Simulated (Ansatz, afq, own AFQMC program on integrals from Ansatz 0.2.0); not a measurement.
# AlBH (sextet): quantum Monte Carlo beside coupled cluster, cc-pVDZ, part 2 of 2

Ansatz 0.2.0, Gaussian basis, and an in-house AFQMC program (afq) on its integrals; all values are calculated; cc-pVDZ, frozen cores.

**11. Full CI (octet)**

in.yaml reads:

```yaml
crystal:
  periodic: [false, false, false]
  atoms:
    - {symbol: B, position_ang: [0.000000, 0.000000, 0.251900]}
    - {symbol: Al, position_ang: [0.000000, 0.000000, -1.688900]}
    - {symbol: H, position_ang: [0.000000, 0.000000, 1.437000]}
basis:
  gaussian: {orbitals: cc-pVDZ}
magnetization: {spin_polarized: false, initial_magnetization: 7}
correlation: {method: fci, electrons: outside_noble_gas}
```

On the command line:

```sh
ansatz run in.yaml --threads 1 --pin off --events-out ev --progress --plain --max-ram 1843MiB
```

Output:

```text
Functional definition: HF
  name "HF"
  cite "Fock, Z. Phys. 61, 126 (1930) doi:10.1007/BF01340294"
  parent pbe
  exchange = exact_x
  correlation = 0
658 factors; integrals over basis functions are off by at most 1.9e-7 eV
mean field evaluation 1: about -7251.8018 eV, gradient 1.5e1 eV
mean field evaluation 2: about -7251.8654 eV, gradient 1.5e1 eV
mean field evaluation 4: about -7254.5188 eV, gradient 7.7e-1 eV
mean field evaluation 8: about -7254.5730 eV, gradient 2.0e-1 eV
mean field -7254.57352418 eV, -266.6006596869 hartree, gradient 1.2e-6 eV, S^2 15.750000; 0 other end points of the search recorded, 0 dependent functions left out
mean field evaluation 16: about -7253.4220 eV, gradient 9.2e0 eV
6 core orbitals not correlated: weight in the atoms' cores, before any rotation towards them, 1.000 or more for the frozen orbitals, at most 0.000 for the correlated occupied ones
reference -7254.57352418 eV, -266.6006596869 hartree; 7, 0 occupied and 24, 31 virtual orbitals, 658 factors
Error: with vectors over 657644 determinants and the model space of their search the run needs 2.25 GiB of the host's memory, and 1.79 GiB are given
refused for memory
```

It took 0.9 s on 1 thread of Arm Neoverse V1, shared host.

The run was refused for memory; it gives no energy for the table.

**12. CCSDT(Q) on UHF**

Edit in.yaml of step 11 so:

```diff
@@ -8,3 +8,3 @@
   gaussian: {orbitals: cc-pVDZ}
-magnetization: {spin_polarized: false, initial_magnetization: 7}
-correlation: {method: fci, electrons: outside_noble_gas}
+magnetization: {spin_polarized: true, initial_magnetization: 5}
+correlation: {method: ccsdt_q, electrons: outside_noble_gas}
```

Launched as before.

Output (excerpt; [...] marks lines left out):

```text
Functional definition: HF
  name "HF"
  cite "Fock, Z. Phys. 61, 126 (1930) doi:10.1007/BF01340294"
  parent pbe
[...]
658 factors; integrals over basis functions are off by at most 1.9e-7 eV
[...]
mean field -7262.23527866 eV, -266.8822239710 hartree, gradient 1.8e-6 eV, S^2 8.754468; 3 other end points of the search recorded, 0 dependent functions left out
determinant -7262.23527866 eV, -266.8822239710 hartree, with singles and doubles -7264.55543518 eV, -266.9674881503 hartree
determinant -7259.42324612 eV, -266.7788836810 hartree, with singles and doubles -7261.84251381 eV, -266.8677901287 hartree
6 core orbitals not correlated: weight in the atoms' cores, before any rotation towards them, 1.000 or more for the frozen orbitals, at most 0.000 for the correlated occupied ones
reference -7262.23527866 eV, -266.8822239710 hartree; 6, 1 occupied and 25, 30 virtual orbitals, 658 factors
second order -1.71631530 eV of doubles, -0.00000000 eV of singles
cycle   1  -2.09069100 eV  change   -3.7e-1 eV  update   5.9e-2
[...]
cycle  17  -2.40505518 eV  change    4.1e-7 eV  update   4.3e-7
perturbative correction -0.00245592 eV, -0.0000902533 hartree
Total energy: -7264.64278977 eV, -266.9706983721 hartree
```

Run time: 4.1 s. Hardware: 1 thread of Arm Neoverse V1, shared host.

From the report: ⟨S²⟩ of the determinant 8.754 (pure sextet: 8.75); correlation -2.4075 eV; T1 0.047; largest double amplitude 0.05.

**13. CCSD(T) on UHF**

Edit in.yaml of step 12 so:

```diff
@@ -7,4 +7,4 @@
 basis:
-  gaussian: {orbitals: cc-pVDZ}
+  gaussian: {orbitals: def2-TZVPP}
 magnetization: {spin_polarized: true, initial_magnetization: 5}
-correlation: {method: ccsdt_q, electrons: outside_noble_gas}
+correlation: {method: ccsd_t, electrons: outside_noble_gas}
```

Launched as before.

Output (excerpt; [...] marks lines left out):

```text
Functional definition: HF
  name "HF"
  cite "Fock, Z. Phys. 61, 126 (1930) doi:10.1007/BF01340294"
  parent pbe
[...]
525 factors; integrals over basis functions are off by at most 1.2e-3 eV
[...]
mean field -7262.63687075 eV, -266.8969822080 hartree, gradient 5.3e-6 eV, S^2 8.754643; 3 other end points of the search recorded, 0 dependent functions left out
determinant -7262.63687075 eV, -266.8969822080 hartree, with singles and doubles -7265.33966185 eV, -266.9963079490 hartree
determinant -7259.97690471 eV, -266.7992302591 hartree, with singles and doubles -7262.80246356 eV, -266.9030676316 hartree
6 core orbitals not correlated: weight in the atoms' cores, before any rotation towards them, 1.000 or more for the frozen orbitals, at most 0.000 for the correlated occupied ones
reference -7262.63687075 eV, -266.8969822080 hartree; 6, 1 occupied and 75, 80 virtual orbitals, 525 factors
second order -2.10133616 eV of doubles, -0.00000000 eV of singles
cycle   1  -2.67074962 eV  change   -2.4e-1 eV  update   2.3e-2
[...]
cycle  11  -2.70879930 eV  change    2.8e-6 eV  update   3.8e-6
perturbative correction -0.10005285 eV, -0.0036768744 hartree
Total energy: -7265.44572290 eV, -267.0002056206 hartree
```

It took 4.4 s on 1 thread of Arm Neoverse V1, shared host; peak memory 0.3 GiB.

From the report: ⟨S²⟩ of the determinant 8.755 (pure sextet: 8.75); correlation -2.8089 eV; T1 0.044; largest double amplitude 0.05.

**14. CCSD(T) on UHF**

Edit in.yaml of step 13 so:

```diff
@@ -7,3 +7,3 @@
 basis:
-  gaussian: {orbitals: def2-TZVPP}
+  gaussian: {orbitals: "def2-QZVPP.json"}
 magnetization: {spin_polarized: true, initial_magnetization: 5}
```

Same command.

Output (excerpt; [...] marks lines left out):

```text
Functional definition: HF
  name "HF"
  cite "Fock, Z. Phys. 61, 126 (1930) doi:10.1007/BF01340294"
  parent pbe
[...]
932 factors; integrals over basis functions are off by at most 9.5e-4 eV
[...]
mean field -7262.86837714 eV, -266.9054899110 hartree, gradient 3.1e-6 eV, S^2 8.754685; 3 other end points of the search recorded, 0 dependent functions left out
determinant -7262.86837714 eV, -266.9054899110 hartree, with singles and doubles -7265.71048782 eV, -267.0099355519 hartree
determinant -7260.36572607 eV, -266.8135191804 hartree, with singles and doubles -7263.34946249 eV, -266.9231694715 hartree
6 core orbitals not correlated: weight in the atoms' cores, before any rotation towards them, 1.000 or more for the frozen orbitals, at most 0.000 for the correlated occupied ones
reference -7262.86837714 eV, -266.9054899110 hartree; 6, 1 occupied and 145, 150 virtual orbitals, 932 factors
second order -2.23399682 eV of doubles, -0.00000000 eV of singles
cycle   1  -2.77558783 eV  change   -2.9e-1 eV  update   2.4e-2
[...]
cycle  11  -2.81794536 eV  change    1.5e-6 eV  update   3.7e-6
perturbative correction -0.11206990 eV, -0.0041184927 hartree
Total energy: -7265.79839240 eV, -267.0131659855 hartree
```

Run time: 32 s. Hardware: 1 thread of Arm Neoverse V1, shared host; peak memory 1.6 GiB.

From the report: ⟨S²⟩ of the determinant 8.755 (pure sextet: 8.75); correlation -2.9300 eV; T1 0.045; largest double amplitude 0.04.

**15. Phaseless AFQMC, CISD trial on UHF**

It reads the integrals that the CCSD(T) run on this determinant wrote.

On the command line:

```sh
afq ham --method phaseless --trial cisd --walkers 60 --populations 1 --least-time 40 --time-step 0.005 --steps-per-block 50 --equilibration-blocks 28 --max-blocks 300 --target-error 0.00032 --factor-cut 1e-05 --start spin_pure --seed 6450 --release-times 0.24,0.51,0.99,1.62,2.4 --release-step 0.03 --release-every 4 --taylor-order 6
```

Output:

```text
orbitals 31  electrons 6 1  factors 224 of 359
reference energy -266.88222185 Eh
CCSD correlation -0.08528851 Eh in 12 cycles, weight of the determinant in the CISD state 0.9124
energy of the start -266.967486 Eh
 block  time / (1/Eh)  mean weight  energy / Eh
     1     0.250  0.9998  -266.967322
     2     0.500  1.0004  -266.967717
     3     0.750  1.0012  -266.968232
     4     1.000  1.0013  -266.969285
     5     1.250  1.0005  -266.968942
     6     1.500  1.0006  -266.969093
     7     1.750  1.0001  -266.969383
     8     2.000  1.0003  -266.968805
     9     2.250  1.0004  -266.969972
    10     2.500  0.9993  -266.969512
    13     3.250  1.0004  -266.968730
    17     4.250  1.0008  -266.969800
    21     5.250  1.0002  -266.970818
    25     6.250  0.9995  -266.969969
    29     7.250  1.0002  -266.969146
    33     8.250  1.0007  -266.970607
    37     9.250  1.0016  -266.969535
    41    10.250  1.0001  -266.969962
    45    11.250  1.0000  -266.971741
    49    12.250  0.9989  -266.969944
    53    13.250  1.0008  -266.971046
    57    14.250  1.0017  -266.970356
    61    15.250  0.9984  -266.969254
    65    16.250  0.9998  -266.970532
    69    17.250  1.0001  -266.969242
    73    18.250  0.9996  -266.969552
    77    19.250  0.9992  -266.969650
    81    20.250  1.0015  -266.970430
    85    21.250  0.9970  -266.972032
    89    22.250  0.9995  -266.969084
    93    23.250  1.0008  -266.969133
    97    24.250  0.9996  -266.968663
   101    25.250  1.0005  -266.969525
   105    26.250  0.9993  -266.970126
   109    27.250  1.0001  -266.971000
   113    28.250  1.0000  -266.972365
   117    29.250  0.9989  -266.969909
   121    30.250  0.9994  -266.971809
   125    31.250  1.0009  -266.969021
   129    32.250  1.0011  -266.969485
   133    33.250  1.0007  -266.969840
   137    34.250  1.0005  -266.971851
   141    35.250  1.0003  -266.971284
   145    36.250  0.9988  -266.972120
   149    37.250  0.9988  -266.971396
   153    38.250  1.0000  -266.970296
   157    39.250  1.0015  -266.969609
   161    40.250  1.0003  -266.969941
   165    41.250  1.0001  -266.970262
   169    42.250  0.9995  -266.970403
   173    43.250  1.0012  -266.969068
   177    44.250  1.0011  -266.970395
   181    45.250  1.0009  -266.972954
   185    46.250  0.9999  -266.968660
blocks merged  error / Eh  count
     1  0.000096  160
     2  0.000121  80
     4  0.000154  40
     8  0.000148  20
    16  0.000164  10
released: time / (1/Eh)  energy / Eh  error  mean overlap
  0.24  -266.970305  0.000137  1.0059
  0.51  -266.970468  0.000156  0.9989
  0.99  -266.970463  0.000211  1.0044
  1.62  -266.970275  0.000183  1.0136
  2.40  -266.970437  0.000233  1.0224
energy -266.970268 +/- 0.000154 Eh
```

Wall time 2.2 min (1 thread of Arm Neoverse V1, shared host).

Energy -7264.6311 ± 0.0042 eV. Caveats: constraint bias not in the error.

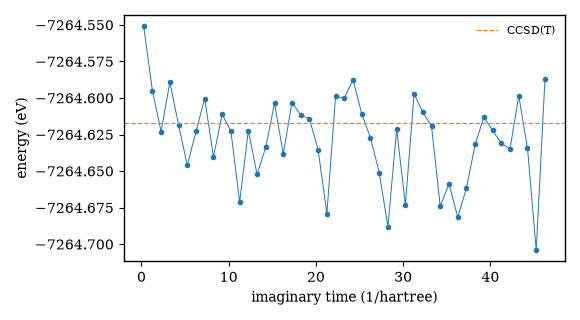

Block energies along the walk.

**16. Free-projection AFQMC, CID trial on UHF (settings varied)**

It reads the integrals that the CCSD(T) run on this determinant wrote.

On the command line:

```sh
afq ham --method free --trial cid --walkers 50 --time-step 0.01 --max-blocks 30 --target-error 0.00064 --factor-cut 0.0001 --seed 8459 --times 0.0,0.5,1.0,2.0,3.0,4.0 --taylor-order 8
```

Output:

```text
orbitals 31  electrons 6 1  factors 190 of 359
reference energy -266.88222185 Eh
CCSD correlation -0.08528795 Eh in 12 cycles, weight of the determinant in the CISD state 0.9124
repeat  energy at the last time / Eh  error
    10  -266.970721  0.000987
    20  -266.971108  0.000808
    30  -266.971227  0.000607
time / (1/Eh)  energy / Eh  error  mean overlap
  0.00  -266.967521  0.000111  1.0705
  0.50  -266.969697  0.000116  1.0760
  1.00  -266.970210  0.000207  1.0802
  2.00  -266.970361  0.000379  1.0937
  3.00  -266.970714  0.000390  1.0988
  4.00  -266.971227  0.000607  1.0996
energy -266.971227 +/- 0.000607 Eh
```

Wall time 59 s (1 thread of Arm Neoverse V1, shared host).

Energy -7264.6572 ± 0.0165 eV. Caveats: remainder of the start not in the error.

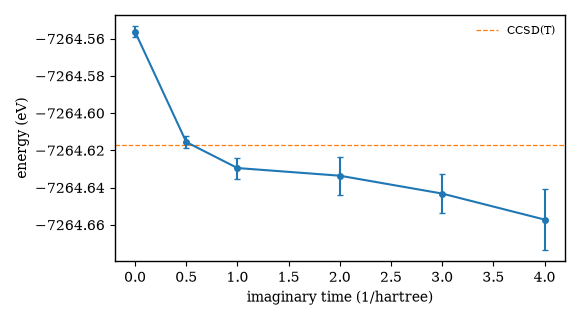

Energy against projection time, with error bars.

**17. Free-projection AFQMC, single-determinant trial on UHF (settings varied)**

It reads the integrals that the CCSD(T) run on this determinant wrote.

On the command line:

```sh
afq ham --method free --trial hf --walkers 20 --time-step 0.08 --max-blocks 60 --target-error 0.00064 --factor-cut 1e-05 --seed 8737 --times 0.0,0.48,0.96,2.0,3.04,4.0 --taylor-order 4
```

Output:

```text
orbitals 31  electrons 6 1  factors 224 of 359
reference energy -266.88222185 Eh
CCSD correlation -0.08528851 Eh in 12 cycles, weight of the determinant in the CISD state 0.9124
Error: the cluster equations did not converge
```

Hardware: 1 thread of Arm Neoverse V1, shared host.

No energy. The run doesn't count as converged.

**18. AFQMC on the ladder**

The full CI on restricted orbitals is not used as the yardstick for these unrestricted rows.

On the UHF determinant, counted from CCSDT(Q) (a yardstick, not exact):

```csv
level,energy (eV),from CCSDT(Q) (meV),statistical error (meV),time
HF,-7262.2352,+2407.6,,
MP2,-7263.9515,+691.2,,
CCSD,-7264.5560,+86.8,,
CCSD(T),-7264.6171,+25.7,,
CCSDT(Q),-7264.6428,0.0,,
"Phaseless AFQMC, CISD trial, step 0.005, 60 walkers",-7264.6311,+11.7,4.2,2.2 min
"Free-projection AFQMC, CID trial, step 0.01, 50 walkers",-7264.6572,-14.4,16.5,59 s
```

The functionals' totals stand on their own zeros and serve differences with other points: PBE -7273.972 eV; r2SCAN -7278.052 eV; PBE0 -7274.861 eV; B3LYP -7279.175 eV; wB97M-V -7277.396 eV; B2PLYP -7274.443 eV.

**19. Results**

The summary covers parts 1 to 2.

```
                                        quantity            value
                    CCSD(T) on UHF from CCSDT(Q)        +25.7 meV
Phaseless AFQMC, CISD trial on UHF from CCSDT(Q)  +11.7 ± 4.2 meV
```

In words: On UHF the phaseless walk with the CISD trial lies +11.7 meV from CCSDT(Q), within three error bars. Error bars are statistical and leave out the constraint, the time step and what remains of the start.
